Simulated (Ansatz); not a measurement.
# ZnW: relaxing a made-up structure, part 2 of 2

This structure for ZnW is made up. Its elements were placed in a known structure type with a cell scaled to their sizes. What cell does the guess relax to, and how far off was it?

Ansatz 0.2.0; DFT, PBEsol, plane-wave PAW, files of the set soft_1, scalar-relativistic, no spin, cell and ions relaxed at zero pressure; PAW set soft_1 (the session's first sound run).

So far: The structure; Relaxing cell and atoms. The relaxed cell has a = 3.055 Å (conventional setting).

**3. Bands of the relaxed cell**

With the geometry fixed, one more self-consistent run, with a narrower smearing and the mesh shown in its input, gives the bands, and its pressure, and its forces where symmetry allows any, show how far the geometry depends on these settings.

This step: DFT, PBEsol, plane-wave PAW, files of the set soft_1, scalar-relativistic, no spin, bands and density of states at the relaxed cell; PAW set soft_1 (Ansatz 0.2.0).

The input, input.yaml:

```yaml
crystal:
  lattice:
    - [3.0550657493, 0.0, 0.0]
    - [0.0, 3.0550657493, 0.0]
    - [0.0, 0.0, 3.0550657493]
  atoms:
    - { symbol: W, position: [0.5, 0.5, 0.5] }
    - { symbol: Zn, position: [0.0, 0.0, 0.0] }
kpoints:
  mp_grid: { grid: [10, 10, 10] }
  band_path:
    path:
      - [[0.0, 0.0, 0.0], [0.0, 0.5, 0.0], [0.5, 0.5, 0.0], [0.0, 0.0, 0.0], [0.5, 0.5, 0.5], [0.0, 0.5, 0.0]]
      - [[0.5, 0.5, 0.0], [0.5, 0.5, 0.5]]
    npoints: 13
scf:
  occupations: { method: fermi_dirac, width: 0.03 }
  n_extra_bands: 6
hamiltonian:
  xc: pbesol
  pseudopotentials: { kind: paw, azcp: { folder: soft_1 }, xc_functional: pbe }
output:
  forces: true
  stress: true
  write_bands: true
  dos: { projected: true }
  write_density: true
  write_potential: true
  elf: true
  volumetric_format: npy
```

Started as:

```sh
$ ansatz run input.yaml --threads 4 --pin off --max-ram 8192MiB --backend cpu --events-out ev --progress --plain --runs-dir out
```

Numbers of over 12 decimals in the logs are rounded to 6 here.

Output:

```text
[...]
Crystal: 2 atoms, lattice volume = 28.514 Å³
Basis set: ecut = 420 eV, 587 PW (Γ), exchange–correlation on 48×48×48 points (8 copies of the dense FFT grid, shifted against one another)
Bands: 19, of which v1, the nominal top of the filled ones, is band 13 counted from 1 (12 counted from 0)
Symmetry: 48 space group operations
[...]
k-points: 56 of 1000
[...]
SCF iter   1: F=—  HF=-13537.749314 eV  |F-HF|=—  |Δ(HF+E_count)|=         —  Δρ=6.04e-2  dr2=1.31e0  ethr=3.10e-3  ⟨swp⟩=5.8  Hψ=5593  notcnv=0
[...]
SCF iter   7: F=-13537.298166 eV  HF=-13537.298166 eV  |F-HF|=6.00e-11  |Δ(HF+E_count)|=   2.72e-8  Δρ=2.80e-6  dr2=7.54e-10  ethr=3.34e-10  ⟨swp⟩=5.7  Hψ=5691  notcnv=0
SCF 1 converged in 7 iterations: F = -13537.298166 eV  dr2 = 7.54e-10
[...]
NSCF: frozen V_eff on 80 k-points
SCF converged after 7 iterations
Free energy (F): -13537.298166 eV
[...]
Internal energy: -13537.293536 eV  (E = F + TS)
E sigma→0 (E₀):  -13537.295851 eV
Entropy (-TS):   -0.004630 eV (-2.315 meV/atom)
Fermi energy:    18.143911 eV
[...]
--- Stress (GPa, compression-positive) ---
       -0.477740       0.000000       0.000000
        0.000000      -0.477740       0.000000
        0.000000       0.000000      -0.477740
  P = ⅓ Tr σ = -0.4777 GPa (-4.777 kbar)
--- Band table (eV; the first three rows and the last of 56) ---
  k-point 0: bands = [... 9 lower, 10.7651, 15.7555, 15.7555, 20.4530, 20.4530, 20.4530, 24.3115, 24.3115, ... 2 higher]
  k-point 1: bands = [... 9 lower, 10.7750, 15.7482, 15.8056, 19.9295, 19.9295, 20.4468, 23.5087, 25.0124, ... 2 higher]
  k-point 2: bands = [... 9 lower, 10.8009, 15.7282, 15.7921, 18.9703, 18.9703, 20.4301, 22.1954, 26.5088, ... 2 higher]
  k-point 55: bands = [... 9 lower, 13.6825, 13.6825, 13.6825, 19.7292, 22.2159, 22.2159, 24.0926, 24.0926, ... 2 higher]
```

Elapsed: 1.4 s, on 4 threads of Arm Neoverse V1, shared host; peak memory 0.33 GiB; 4.6 s of CPU time.

The column dr2 measures how far the density is from self-consistency, as an energy; F and HF (Harris–Foulkes) agree once it is small.

This step gave:

```
free energy             : -13537.2982 eV
energy at zero smearing : -13537.2959 eV
smearing term TS        : 0.004630 eV
Fermi energy            : 18.14 eV
pressure                : -0.4777 GPa
```

From bands.tsv, the bands that come nearest the Fermi level along the path, at its corners, in eV from the Fermi level:

```tsv
point	band 10	band 11	band 12	band 13	band 14	band 15	band 16	band 17
Γ	-7.38	-2.39	-2.39	2.31	2.31	2.31	6.17	6.17
X	-6.50	-4.93	-2.48	-0.77	-0.77	2.24	4.21	10.21
M	-5.31	-1.98	-1.08	-1.08	0.87	0.87	3.91	6.70
Γ	-7.38	-2.39	-2.39	2.31	2.31	2.31	6.17	6.17
R	-4.46	-4.46	-4.46	1.59	4.07	4.07	5.95	5.95
X	-6.50	-4.93	-2.48	-0.77	-0.77	2.24	4.21	10.21
M	-5.31	-1.98	-1.08	-1.08	0.87	0.87	3.91	6.70
R	-4.46	-4.46	-4.46	1.59	4.07	4.07	5.95	5.95
```

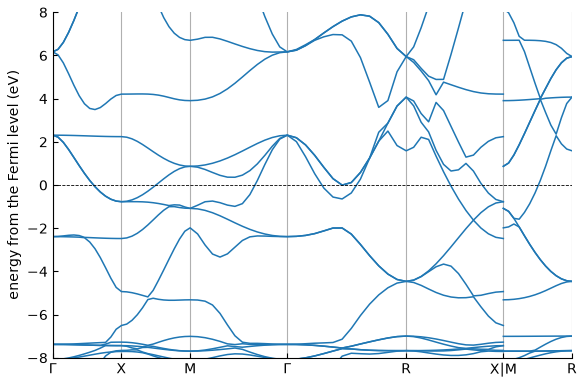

Bands along the path. 4 bands lie wholly below the window drawn.

Counts of states for the cell as run, both spins, by energy window (eV from the Fermi level):

| from | to | total |
| --- | --- | --- |
| -8 | -7 | 9.39 |
| -7 | -6 | 0.55 |
| -6 | -5 | 0.92 |
| -5 | -4 | 0.39 |
| -4 | -3 | 1.22 |
| -3 | -2 | 1.63 |
| -2 | -1 | 1.06 |
| -1 | 0 | 1.70 |
| 0 | 1 | 1.62 |
| 1 | 2 | 1.81 |
| 2 | 3 | 0.52 |
| 3 | 4 | 0.22 |
| 4 | 5 | 1.42 |
| 5 | 6 | 0.62 |

A further 9.1 states lie below the table's range.

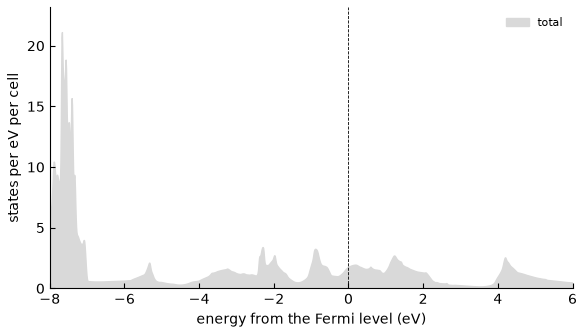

Total density of states, smoothed over about 0.04 eV.

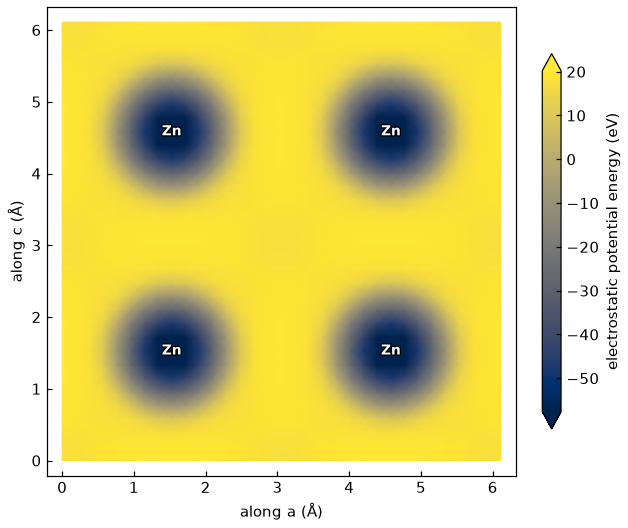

Electrostatic potential energy in the ac plane at fractional y = 0.000, with atoms of Zn within 0.2 Å of it. With pseudopotentials it is smooth inside the atoms' cores, unlike the true potential. The map starts off the cell's origin, so that atoms lie inside it.

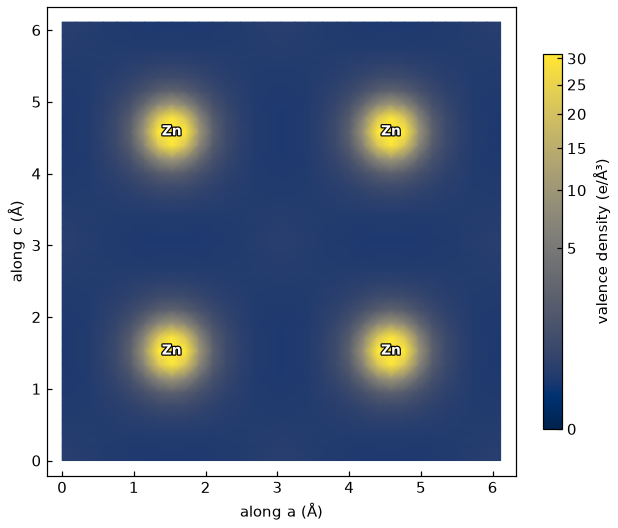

Valence density in the ac plane at fractional y = 0.000, with atoms of Zn within 0.2 Å of it. It is the smooth field of the valence electrons, not physical close to the nuclei. The map starts off the cell's origin, so that atoms lie inside it. The colour scale is stretched toward low values.

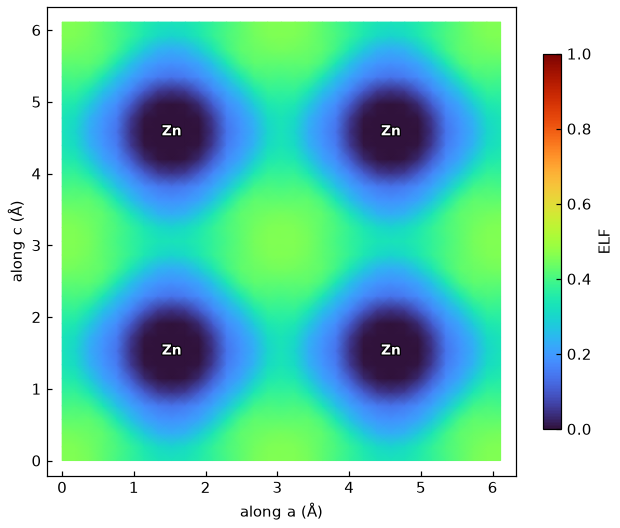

ELF in the ac plane at fractional y = 0.000, with atoms of Zn within 0.2 Å of it. It is the smooth field of the valence electrons, not physical close to the nuclei. The map starts off the cell's origin, so that atoms lie inside it.

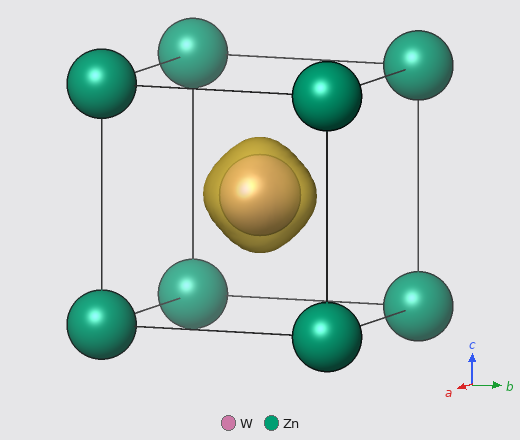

Surface of ELF = 0.65.

**4. Outcome**

```
space group, relaxed : Pm-3m
conventional cell    : a = 3.055, b = 3.055, c = 3.055 Å; α = 90.0°, β = 90.0°, γ = 90.0°
volume per atom      : 14.26 Å³ (guess 15.93)
```

**Reading.** ZnW relaxes to Pm-3m with a = 3.055, b = 3.055 and c = 3.055 Å. The guessed volume was 12 % too large. The space group Pm-3m was held in the relaxation, so the end point is a stationary structure within it and may be a saddle against distortions or other arrangements. Bands cross the Fermi level, so it is a metal or semimetal at this level. On the 10×10×10 mesh with the narrower smearing (relaxed on 8×8×8) the forces vanish, as symmetry may demand, and the largest stress component is 0.478 GPa, against the relaxation's thresholds of 0.015 eV/Å and 0.05 GPa. The cutoff wasn't tested. Spin-orbit coupling is left out, which can matter for elements this heavy. No dispersion term is used, so weakly bound directions may come out too long. The runs have no spin, and magnetism wasn't tested. Nothing here tests whether the compound is stable against decomposition.

[Logs are printed without paths, hosts, clocks, repeated set-up lines and the standing remarks that a program may print on its own settings, such as how far it seeks lower states.]

[Hosts, paths, dates, database ids (printed as entryN), source tags and the programs' standing remarks are cut or masked in the printed files.]
